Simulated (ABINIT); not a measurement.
## SiC (Moissanite): G0W0 with ABINIT, start to end

Aim: the G0W0 gap of SiC (Moissanite) on LDA, step by step.

Program: ABINIT 10.8.3. Level of theory: LDA and many-body steps on it, plane waves. Results are calculated unless marked as measured.

**Experimental background.**

- Gap 3.33 eV: band gap at cryogenic temperature; bulk crystal (literature value) (quoted in “Silicon carbide diodes for neutron detection”, 2020, arxiv:2009.14696).

## (1) Starting point

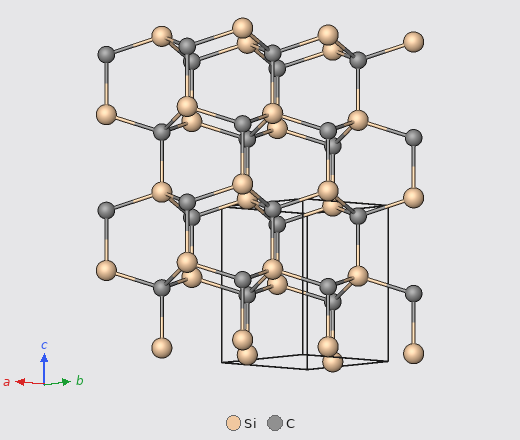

The starting structure, seen from a free direction (silicon light orange, carbon grey). 3×2×2 cells are drawn. Some periodic images of atoms are drawn too.

The cell and positions come from the Crystallography Open Database and are kept as given unless a step says otherwise.

## (2) Ground state

This step: ABINIT 10.8.3; DFT, LDA, plane waves, norm-conserving pseudopotentials.

The ground-state density comes first.

File run.abi:

```
acell 3*1.0 Angstrom
rprim 
  3.075999999976 0.000000000005 0.000000000000
  -1.537999999993 2.663894142018 0.000000000000
  0.000000000000 0.000000000000 5.048000000000
ntypat 2
znucl 14 6
natom 4
typat 1 1 2 2
xred 
  0.333333333333 0.666666666667 0.000000000000
  0.666666666667 0.333333333333 0.500000000000
  0.333333333333 0.666666666667 0.385000000000
  0.666666666667 0.333333333333 0.885000000000
pp_dirpath "pseudos"
pseudos "Si.upf, C.upf"
ecut 37
ngkpt 6 6 4
nshiftk 1
shiftk 0 0 0
kptopt 1
chksymbreak 0
nband 14
occopt 1
tolvrs 1e-10
nstep 60
prtwf 0
optforces 0
optstress 0
indata_prefix "in"
outdata_prefix "out"
tmpdata_prefix "tmp"
```

Command:

```console
OMP_NUM_THREADS=1 mpirun -n 4 abinit run.abi > log
```

Numbers of over 12 decimals in the logs are rounded to 6 here.

Log:

```text
.Version 10.8.3 of ABINIT. v10.8.2 released Aug 2026.

 Symmetries : space group P6_3 m c (#186); Bravais hP (primitive hexag.)
================================================================================
 Values of the parameters that define the memory need of the present run
     intxc =       0    ionmov =       0      iscf =       7    lmnmax =       6
     lnmax =       6     mgfft =      54  mpssoang =       3    mqgrid =    3001
     natom =       4  nloc_mem =       1    nspden =       1   nspinor =       1
    nsppol =       1      nsym =      12    n1xccc =    2501    ntypat =       2
    occopt =       1   xclevel =       1
-    mband =          14        mffmem =           1         mkmem =           6
       mpw =        3018          nfft =       55296          nkpt =          21
================================================================================
  Rough estimation (10% accuracy) of disk space for files :
================================================================================

--------------------------------------------------------------------------------
------------- Echo of variables that govern the present computation ------------
--------------------------------------------------------------------------------
 -outvars: echo values of preprocessed input variables --------
            acell      1.8897261259E+00  1.8897261259E+00  1.8897261259E+00 Bohr

      chksymbreak           0
             ecut      3.70000000E+01 Hartree
-          fftalg         312

              ixc       -1012
              kpt      0.00000000E+00  0.00000000E+00  0.00000000E+00
                       1.66666667E-01  0.00000000E+00  0.00000000E+00
                       3.33333333E-01  0.00000000E+00  0.00000000E+00
                       5.00000000E-01  0.00000000E+00  0.00000000E+00
                       1.66666667E-01  1.66666667E-01  0.00000000E+00
                       3.33333333E-01  1.66666667E-01  0.00000000E+00
                       3.33333333E-01  3.33333333E-01  0.00000000E+00
                       0.00000000E+00  0.00000000E+00  2.50000000E-01
                       1.66666667E-01  0.00000000E+00  2.50000000E-01
   [... 10 further rows ...]
                       3.33333333E-01  1.66666667E-01  5.00000000E-01
                       3.33333333E-01  3.33333333E-01  5.00000000E-01
         kptrlatt        6    0    0      0    6    0      0    0    4
          kptrlen      3.48767854E+01
P           mkmem           6
            natom           4
            nband          14
            ngfft          32      32      54
             nkpt          21
            nstep          60
             nsym          12
           ntypat           2
              occ      2.000000  2.000000  2.000000  2.000000  2.000000  2.000000
                       2.000000  2.000000  0.000000  0.000000  0.000000  0.000000
                       0.000000  0.000000
        optforces           0
        optstress           0
            prtwf           0
            rprim      3.0760000000E+00  5.0000000000E-12  0.0000000000E+00
[...]
spgroup         186

           tolvrs      1.00000000E-10

             xred      3.3333333333E-01  6.6666666667E-01  0.0000000000E+00
[...]
znucl       14.00000    6.00000

================================================================================

 chkinp: Checking input parameters for consistency.

================================================================================
== DATASET  1 ==================================================================
-   mpi_nproc: 4, omp_nthreads: 1 (-1 if OMP is not activated)

--- !DatasetInfo
iteration_state: {dtset: 1, }
dimensions: {natom: 4, nkpt: 21, mband: 14, nsppol: 1, nspinor: 1, nspden: 1, mpw: 3018, }
cutoff_energies: {ecut:  37.0, pawecutdg:  -1.0, }
electrons: {nelect:   1.60000000E+01, charge:   0.00000000E+00, occopt:   1.00000000E+00, tsmear:   1.00000000E-02, }

 Real(R)+Recip(G) space primitive vectors, cartesian coordinates (Bohr,Bohr^-1):
 R(1)=  5.8127976  0.0000000  0.0000000  G(1)=  0.1720342  0.0993240  0.0000000
 R(2)= -2.9063988  5.0340304  0.0000000  G(2)=  0.0000000  0.1986480  0.0000000
 R(3)=  0.0000000  0.0000000  9.5393375  G(3)=  0.0000000  0.0000000  0.1048291
 Unit cell volume ucvol=  2.7913818E+02 bohr^3
 Angles (23,13,12)=  9.00000000E+01  9.00000000E+01  1.20000000E+02 degrees

 getcut: wavevector=  0.0000  0.0000  0.0000  ngfft=  32  32  54
         ecut(hartree)=     37.000   => boxcut(ratio)=   2.01048

--- Pseudopotential description ------------------------------------------------
- Si Generated using ONCVPSP code by D. R. Hamann
- 14.00000   4.00000  180309                  znucl, zion, pspdat
12 -1012 2 -1 1510                            pspcod,pspxc,lmax,lloc,mmax
     nproj     2     2     2
  pspatm : epsatm=    6.67003958
         --- l  ekb(1:nproj) -->
[...]
pspatm: atomic psp has been read  and splines computed

- C Generated using ONCVPSP code by D. R. Hamann
-  6.00000   4.00000  180309                  znucl, zion, pspdat
12 -1012 1 -1 1234                            pspcod,pspxc,lmax,lloc,mmax
     nproj     2     2     0
  pspatm : epsatm=    4.35103003
         --- l  ekb(1:nproj) -->
[...]
pspatm: atomic psp has been read  and splines computed

   3.52674228E+02                                ecore*ucvol(ha*bohr**3)
--------------------------------------------------------------------------------

_setup2: Arith. and geom. avg. npw (full set) are    3001.146    3001.130

================================================================================

--- !BeginCycle
iteration_state: {dtset: 1, }
solver: {iscf: 7, nstep: 60, nline: 4, wfoptalg: 0, }
tolerances: {tolvrs: 1.00E-10, }

     iter   Etot(hartree)      deltaE(h)  residm     vres2
 ETOT  1  -20.415448126733    -2.042E+01 4.610E-02 6.747E+02
 ETOT  2  -20.538045169827    -1.226E-01 3.241E-02 3.009E+02
 ETOT  3  -20.630730601451    -9.269E-02 7.845E-03 3.251E-01
 ETOT  4  -20.630881999292    -1.514E-04 1.414E-03 2.786E-03
 ETOT  5  -20.630882436820    -4.375E-07 8.702E-04 1.121E-04
 ETOT  6  -20.630882454322    -1.750E-08 3.237E-04 2.324E-06
 ETOT  7  -20.630882454959    -6.364E-10 2.014E-04 3.060E-08
 ETOT  8  -20.630882454966    -7.127E-12 1.527E-04 1.046E-09
 ETOT  9  -20.630882454966    -9.948E-14 1.161E-04 1.342E-11

 At SCF step    9       vres2   =  1.34E-11 < tolvrs=  1.00E-10 =>converged.

--- !ResultsGS
iteration_state: {dtset: 1, }
comment   : Summary of ground state results
lattice_vectors:
- [  5.8127976,   0.0000000,   0.0000000, ]
- [ -2.9063988,   5.0340304,   0.0000000, ]
- [  0.0000000,   0.0000000,   9.5393375, ]
lattice_lengths: [   5.81280,    5.81280,    9.53934, ]
lattice_angles: [ 90.000,  90.000, 120.000, ] # degrees, (23, 13, 12)
lattice_volume:   2.7913818E+02
convergence: {deltae: -9.948E-14, res2:  1.342E-11, residm:  1.161E-04, diffor:  0.000E+00, }
etotal    :  -2.06308825E+01
entropy   :   0.00000000E+00
fermie    :   2.72164904E-01
cartesian_stress_tensor: null
pressure_GPa: null
xred      :
- [  3.3333E-01,   6.6667E-01,   0.0000E+00, Si]
- [  6.6667E-01,   3.3333E-01,   5.0000E-01, Si]
- [  3.3333E-01,   6.6667E-01,   3.8500E-01,  C]
- [  6.6667E-01,   3.3333E-01,   8.8500E-01,  C]
cartesian_forces: null
force_length_stats: {min: null, max: null, mean: null, }

 Integrated electronic density in atomic spheres:
 ------------------------------------------------
 Atom  Sphere_radius  Integrated_density
[...]
4        2.00000          4.22583101
================================================================================

 ----iterations are completed or convergence reached----

 Mean square residual over all n,k,spin=   78.992E-08; max=  11.611E-05
 reduced coordinates (array xred) for    4 atoms
       0.333333333333      0.666666666667      0.000000000000
       0.666666666667      0.333333333333      0.500000000000
       0.333333333333      0.666666666667      0.385000000000
       0.666666666667      0.333333333333      0.885000000000
 rms dE/dt=  0.0000E+00; max dE/dt=  0.0000E+00; dE/dt below (all hartree)
    1       0.000000000000      0.000000000000      0.000000000000
    2       0.000000000000      0.000000000000      0.000000000000
    3       0.000000000000      0.000000000000      0.000000000000
    4       0.000000000000      0.000000000000      0.000000000000

 cartesian coordinates (angstrom) at end:
    1     -3.33e-12     1.775929     0.000000
    2      1.538000     0.887965     2.524000
    3     -3.33e-12     1.775929     1.943480
    4      1.538000     0.887965     4.467480
 length scales=  1.889726125908  1.889726125908  1.889726125908 bohr
              =  1.000000000000  1.000000000000  1.000000000000 angstroms
 prteigrs : about to open file out_EIG
 Fermi (or HOMO) energy (hartree) =   0.27216   Average Vxc (hartree)=  -0.42110
 Eigenvalues (hartree) for nkpt=  21  k points:
 kpt#   1, nband= 14, wtk=  0.00694, kpt=  0.0000  0.0000  0.0000 (reduced coord)
  -0.30269   -0.17224   -0.04816    0.21498    0.21498    0.26212    0.26212    0.27216
   0.44056    0.49390    0.50767    0.50767    0.54654    0.58860
 prteigrs : prtvol=0 or 1, do not print more k-points.

--- !EnergyTerms
iteration_state     : {dtset: 1, }
comment             : Components of total free energy in Hartree
kinetic             :  1.18535726869261E+01
hartree             :  2.35138635736368E+00
xc                  : -7.56136663175927E+00
Ewald energy        : -2.08945945883793E+01
psp_core            :  1.26343959075366E+00
local_psp           : -8.23332326215438E+00
non_local_psp       :  5.90003392283600E-01
total_energy        : -2.06308824549659E+01
total_energy_eV     : -5.61394911077511E+02
band_energy         :  7.31247154187940E-01

== END DATASET(S) ==============================================================
================================================================================

 -outvars: echo values of variables after computation  --------
           etotal     -2.0630882455E+01
            nband          14
             nkpt          21
          spgroup         186
 [... the other variables as echoed above ...]

 Calculation completed.
```

Wall time 6.3 s (4 MPI ranks of Arm Neoverse V2, shared host); peak memory 0.3 GiB; 25 s of CPU time.

Numbers from this step:

| Property | Result |
| --- | --- |
| total energy | -561.3949 eV |
| gap | 2.222 eV |
| k of the valence top | 0, 0, 0 |
| k of the conduction bottom | 0.3333, 0.3333, 0 |
| least direct gap | 3.994 eV |

The gap is indirect, with the least direct gap 1.77 eV higher.

[end of part 1 of 3]

[Paths, hosts, dates, memory and timing lines, banners, echoed tables and standing remarks are left out of the program output.]

[Logs are printed without paths, hosts, clocks, repeated set-up lines and the standing remarks that a program may print on its own settings, such as how far it seeks lower states.]

[Runs of the session that timed out or met a known fault of the program may be left out.]

[Hosts, paths, dates, database ids (printed as entryN), source tags and the programs' standing remarks are cut or masked in the printed files.]

[G0W0 gaps are taken among the corrected bands and points alone; a level outside them can change the order at an edge.]

[Where Ansatz stands beside ABINIT at settings called matched, ABINIT's density can come from a denser mesh and the files from another edition; pairs whose starting gaps differed by over 0.03 eV were left out, so agreement reads better than it is.]
